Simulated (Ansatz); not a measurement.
# NaF (rock salt): frozen-phonon scan

Relaxed NaF (rock salt):

```xyz
4
Lattice="0.0000 4.5945 4.5945 2.2973 0.0000 2.2973 2.2973 2.2973 0.0000" Properties=species:S:1:pos:R:3 pbc="T T T"
F      0.0000     0.0000     0.0000
F      2.2973     2.2973     4.5945
Na     2.2973     2.2973     2.2973
Na     2.2973     4.5945     4.5945
```

The atoms are displaced by Q × the pattern below (from a DFPT mode at L = (0.5, 0.0, 0.0), largest move 1; Q in Å), at fixed cell. (q is in reciprocal vectors of the primitive cell; the cell shown is doubled to hold the pattern.)

```csv
atom,x,y,z
Na3,0.577,-0.577,-0.577
Na4,-0.577,0.577,0.577
```

Atoms not listed stay in place.

These are r2SCAN (plane waves to 500 eV, PAW, scalar-relativistic; Ansatz, an electronic-structure program) values and carry that method's errors. k mesh 6×12×12 (Γ-centred), Fermi-Dirac smearing 0.05 eV. Energies are smeared free energies. NaF was relaxed with its symmetry unable to fall. ΔE is measured from the undisplaced structure.

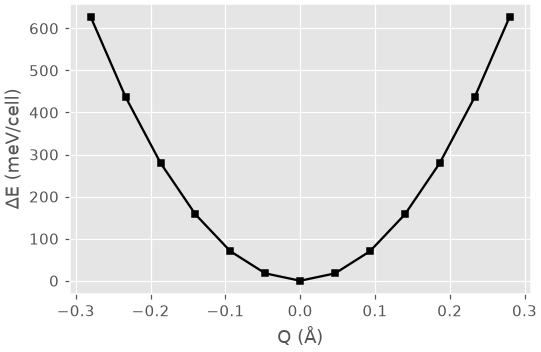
*ΔE (meV/cell) against Q (Å); one marker a computed point.*

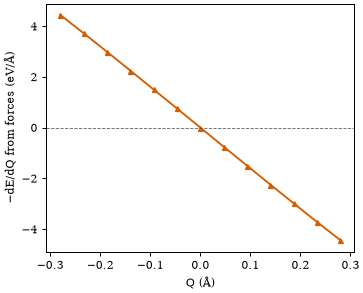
Figure: −dE/dQ from forces (eV/Å) against Q (Å); markers are the computed points, lines only join them.

The energy at Q = 0.280 Å comes out as 627 meV/cell. Harmonic wavenumber from the curvature (finite differences): 309 cm⁻¹. Space group of the distorted cell: R-3m (No. 166), lowered from Fm-3m. Shape of the curve: a single well with its minimum at or next to zero displacement. Wavenumber by perturbation theory (DFPT, on another k mesh): 309 cm⁻¹.

E″ = 16.15 eV/Å², M = Σ mᵢ|uᵢ|² = 46.0 u, ν̃ = 521.5·√(|E″|/M).

(A displaced cell: forces are minus the slopes of the energy, force constants its curvatures, and phonons follow from these.)
